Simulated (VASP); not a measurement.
Band structure of BN (space group R3m). Method: LDA (Ceperley-Alder, Perdew-Zunger), VASP's LDA PAW potentials (set 64) (plane waves; VASP).

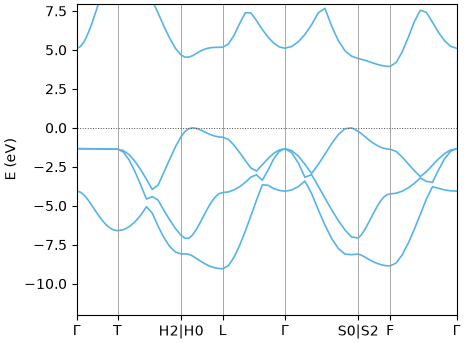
Figure: Bands along high-symmetry lines, zero at the valence-band maximum or, without a gap, the Fermi level

Question: Read the plot: is there a gap, and where are the band edges?

Answer: The gap is indirect, 3.94 eV, from the valence maximum at H0-L at 0.27 to the conduction minimum at F. (Edges off the drawn lines would not show.)

The structure comes from a computed database's BN entry (R3m); how it stands against other phases isn't given here. It was relaxed first, which changed the volume by -6 %.
